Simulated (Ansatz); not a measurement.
# SiGeH₂ (singlet): trial inputs and their diagnosis

5 inputs are run for SiGeH₂ (singlet) as typed; the log has to tell whether the result can be used and what must change.

The runs use Ansatz 0.2.0, Gaussian basis; the settings change from run to run.

23 further runs of the same task are left out: 7 that didn't finish, 16 set aside as unsound or not needed.

## Step 1: The system

The geometry is a PBE0/def2-TZVP stationary point (not a proven minimum) of the parent state, kept for this charge and spin. No spin-orbit coupling is included. The filled d shell of Ge may be among the frozen orbitals whatever the setting's name suggests; the logs give the count.

4 atoms, charge 0, spin multiplicity 1.

Atoms are counted from 1 here; the program's logs count them from 0.

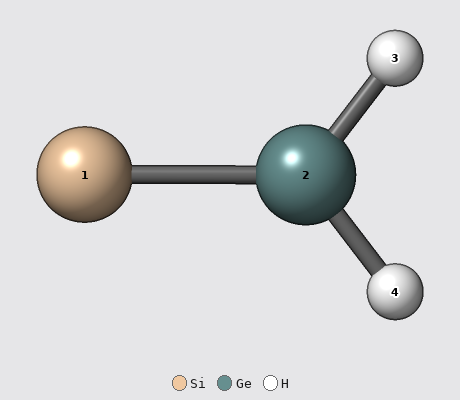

The geometry (silicon light orange, germanium teal, hydrogen white); atoms are numbered from 1 in the order of the file.

## Step 2: Attempt 1

in.yaml

```yaml
crystal:
  periodic: [false, false, false]
  atoms:
    - {symbol: Si, position_ang: [0.000000, 0.000000, 1.710377]}
    - {symbol: Ge, position_ang: [0.000000, 0.000000, -0.618031]}
    - {symbol: H, position_ang: [0.000000, 1.233005, -1.559134]}
    - {symbol: H, position_ang: [0.000000, -1.233005, -1.559134]}
basis:
  gaussian: {orbitals: STO-3G}
correlation: {method: fic_mrcisd_q_relaxed, electrons: valence, active_space: {window: {electrons: 6, orbitals: 3}, states: [{multiplicity: 1, weights: [1, 0.5, 1]}]}}
```

Started as:

```console
$ ansatz run in.yaml --threads 1 --pin off --events-out ev --progress --plain --max-ram 2393MiB
```

The program printed:

```text
Functional definition: HF
  name "HF"
  cite "Fock, Z. Phys. 61, 126 (1930) doi:10.1007/BF01340294"
  parent pbe
  exchange = exact_x
  correlation = 0
407 factors; integrals over basis functions are off by at most 3.4e-8 eV
mean field evaluation 1: about -63628.3459 eV, gradient 1.6e1 eV
mean field evaluation 2: about -63628.3549 eV, gradient 1.6e1 eV
mean field evaluation 4: about -63630.0446 eV, gradient 1.4e0 eV
mean field evaluation 8: about -63630.0630 eV, gradient 4.6e-3 eV
mean field -63630.06304113 eV, -2338.3616867558 hartree, gradient 2.4e-6 eV, S^2 0.000000; 0 other end points of the search recorded, 0 dependent functions left out; unrestricted orbitals would lower it
reference -63630.06304113 eV, -2338.3616867558 hartree; 24, 24 occupied and 5, 5 virtual orbitals, 407 factors
Error: 3 states are sought, and the space of determinants holds 1 states of this symmetry and spin
```

Wall time 0.21 s (1 thread of Arm Neoverse V1, shared host).

Diagnosis: The run stopped with an error. It says: «3 states are sought, and the space of determinants holds 1 states of this symmetry and spin». Cure: ask for fewer states or enlarge the space.

## Step 3: Attempt 2

in.yaml

```yaml
crystal:
  periodic: [false, false, false]
  atoms:
    - {symbol: Si, position_ang: [0.000000, 0.000000, 1.710377]}
    - {symbol: Ge, position_ang: [0.000000, 0.000000, -0.618031]}
    - {symbol: H, position_ang: [0.000000, 1.233005, -1.559134]}
    - {symbol: H, position_ang: [0.000000, -1.233005, -1.559134]}
basis:
  gaussian: {orbitals: "6-31G*", fitting: {mean_field: def2-universal-jkfit}}
correlation: {method: sc_nevpt2, electrons: outside_noble_gas, active_space: {window: {electrons: 2, orbitals: 2}, states: [{multiplicity: 1, weights: []}]}}
accuracy: high
scf: {lower_state_search: full}
```

Same command.

The program printed:

```text
Error: set 0 has no weights, but each of its states needs one positive weight
```

It took 0.03 s on 1 thread of Arm Neoverse V1, shared host.

What is wrong: The run was refused. The list of states asked for (weights, spin or count) can't be met. Cure: mend what the message names.

## Step 4: Attempt 3

in.yaml

```yaml
crystal:
  periodic: [false, false, false]
  atoms:
    - {symbol: Si, position_ang: [0.000000, 0.000000, 1.710377]}
    - {symbol: Ge, position_ang: [0.000000, 0.000000, -0.618031]}
    - {symbol: H, position_ang: [0.000000, 1.233005, -1.559134]}
    - {symbol: H, position_ang: [0.000000, -1.233005, -1.559134]}
basis:
  gaussian: {orbitals: cc-pVDZ}
correlation: {active_space: {window: {electrons: 2, orbitals: 2}, states: [{multiplicity: 1, weights: [0]}]}}
accuracy: high
scf: {omitted_lower_state_checks: [cluster_reference]}
```

Same command.

The program printed:

```text
Error: set 0 asks for 1 states and needs as many positive weights; it has [0.0]
```

Wall time 0.03 s (1 thread of Arm Neoverse V1, shared host).

Diagnosis: The run was refused. The list of states asked for (weights, spin or count) can't be met. Cure: mend what the message names.

## Step 5: Attempt 4

in.yaml

```yaml
crystal:
  periodic: [false, false, false]
  atoms:
    - {symbol: Si, position_ang: [0.000000, 0.000000, 1.710377]}
    - {symbol: Ge, position_ang: [0.000000, 0.000000, -0.618031]}
    - {symbol: H, position_ang: [0.000000, 1.233005, -1.559134]}
    - {symbol: H, position_ang: [0.000000, -1.233005, -1.559134]}
basis:
  gaussian: {orbitals: aug-cc-pVDZ}
correlation: {active_space: {window: {electrons: 2, orbitals: 2}}}
magnetization: {spin_polarized: true, initial_magnetization: 0}
```

Launched as before.

The program printed:

```text
Error: invalid value for `correlation.active_space`: it starts from restricted Hartree–Fock orbitals; set hamiltonian.xc: hf without magnetization.spin_polarized
```

Wall time 0.03 s (1 thread of Arm Neoverse V1, shared host).

**Diagnosis.** The run was refused. An active space is asked on unrestricted orbitals. Fix: drop spin_polarized: true.

## Step 6: Attempt 5

in.yaml

```yaml
crystal:
  periodic: [false, false, false]
  atoms:
    - {symbol: Si, position_ang: [0.000000, 0.000000, 0.905132]}
    - {symbol: Ge, position_ang: [0.000000, 0.000000, -0.327062]}
    - {symbol: H, position_ang: [0.000000, 0.652506, -0.825094]}
    - {symbol: H, position_ang: [0.000000, -0.652506, -0.825094]}
basis:
  gaussian: {orbitals: 6-31G}
magnetization: {spin_polarized: false}
correlation: {method: mp2, electrons: outside_noble_gas}
```

Launched as before.

The program printed:

```text
Functional definition: HF
  name "HF"
  cite "Fock, Z. Phys. 61, 126 (1930) doi:10.1007/BF01340294"
  parent pbe
  exchange = exact_x
  correlation = 0
461 factors; integrals over basis functions are off by at most 4.2e-4 eV
mean field evaluation 1: about -64285.0392 eV, gradient 1.6e1 eV
mean field evaluation 2: about -64285.1683 eV, gradient 1.7e1 eV
mean field evaluation 4: about -64285.9335 eV, gradient 2.4e0 eV
mean field evaluation 8: about -64285.9449 eV, gradient 1.8e-4 eV
mean field -64285.94494511 eV, -2362.4649021543 hartree, gradient 2.7e-6 eV, S^2 0.000000; 0 other end points of the search recorded, 0 dependent functions left out; unrestricted orbitals would lower it
mean field evaluation 16: about -64286.2950 eV, gradient 6.4e-1 eV
19 core orbitals not correlated: weight in the atoms' cores, before any rotation towards them, 0.986 or more for the frozen orbitals, at most 0.008 for the correlated occupied ones
reference -64285.94494511 eV, -2362.4649021543 hartree; 5, 5 occupied and 22, 22 virtual orbitals, 461 factors
second order -2.42141514 eV of doubles, -0.00000000 eV of singles
Total energy: -64288.36636026 eV, -2362.5538875196 hartree
```

It took 0.63 s on 1 thread of Arm Neoverse V1, shared host.

What is wrong: The run converged, which proves nothing about the input. The coordinates are scaled by the bohr-ångström factor. The shortest distance is 0.82 Å, against 1.55 Å in the geometry of step 1. Its energy belongs to another geometry. To mend it, restore the coordinates in ångström.

## Step 7: How the runs ended

| attempt | level | ended | cause | time |
| --- | --- | --- | --- | --- |
| 1 | MRCISD+Q(relaxed)(6,3)/STO-3G | stopped by an error | 3 states are sought, and the space of determinants holds 1 states of this symmetry and spin | 0.21 s |
| 2 | NEVPT2(2,2)/6-31G* | refused | the list of states asked for (weights, spin or count) can't be met | 0.03 s |
| 3 | CASSCF(2,2)/cc-pVDZ | refused | the list of states asked for (weights, spin or count) can't be met | 0.03 s |
| 4 | CASSCF(2,2)/aug-cc-pVDZ | refused | an active space is asked on unrestricted orbitals | 0.03 s |
| 5 | MP2 on RHF/6-31G | converged | the coordinates are scaled by the bohr-ångström factor | 0.63 s |

1 stopped by an error, 3 refused, 1 converged. The input that converges on a wrong geometry or spin is the dangerous one: no error points at it, so geometry and ⟨S²⟩ have to be checked.
